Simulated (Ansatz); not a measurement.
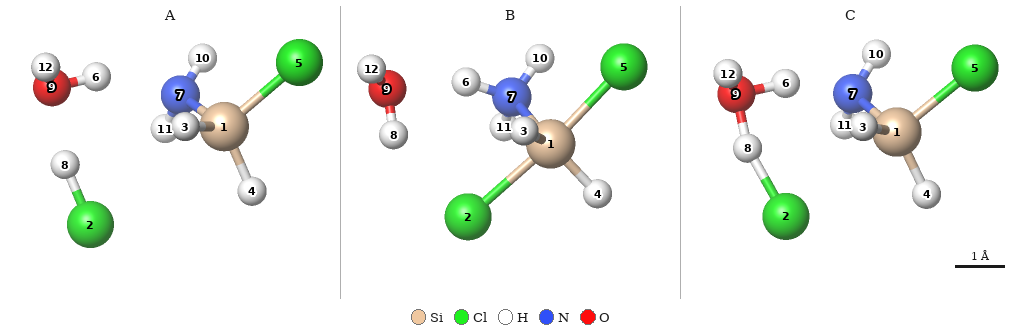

Three geometries of SiNH$_{7}$OCl$_{2}$: a saddle point and the two minima that it joins, in shuffled order. A ball-and-stick model, seen at a tilt. Sticks join atoms that are closer than about 1.2 times the sum of their covalent radii (a little more with hydrogen).

Stationary points at PBE0-D4/def2-TZVP, single-point energies with CCSD(T)/CBS, r2SCAN0-D4, CCSD(T), B3LYP-D4 (def2-TZVPP where no basis is named; Ansatz 0.2.0). The energies are electronic, without zero-point or thermal terms, and both ends are the minima reached downhill from the saddle, with any fragments still in contact. CCSD(T)/CBS stands for a frozen-core estimate: MP2 correlation extrapolated from def2-TZVPP and def2-QZVPP, CCSD(T) minus MP2 from the smaller set.

> Which frame is the transition state, what reaction does it lead through, and what barrier is to be expected?

Frame C is the saddle point. Counted by bonded pieces, B holds H₂O + SiH₅NCl₂ and A holds HCl + H₂O + SiH₄NCl. From B over the saddle to A, bonds form: Cl2–H8 (2.29 → 1.61 → 1.34 Å), H6–O9 (1.76 → 1.09 → 0.98 Å). Bonds break: Si1–Cl2 (2.30 → 2.88 → 3.44 Å), H6–N7 (1.04 → 1.48 → 1.88 Å), H8–O9 (0.97 → 1.15 → 1.62 Å). The saddle has one imaginary mode, 458i cm⁻¹. With CCSD(T)/CBS the barrier is 66.2 kJ/mol from B and 27.6 kJ/mol from A, and A lies 38.6 kJ/mol above B.

```
      level  barrier from B (kJ/mol)  barrier from A (kJ/mol)  A less B (kJ/mol)
CCSD(T)/CBS                     66.2                     27.6               38.6
 r2SCAN0-D4                     56.3                     15.0               41.3
    CCSD(T)                     64.3                     31.8               32.5
   B3LYP-D4                     54.7                     23.8               30.9
```

Against CCSD(T)/CBS, CCSD(T) comes closest on the barrier from B (−2.0 kJ/mol) and B3LYP-D4 misses most (−11.5 kJ/mol).
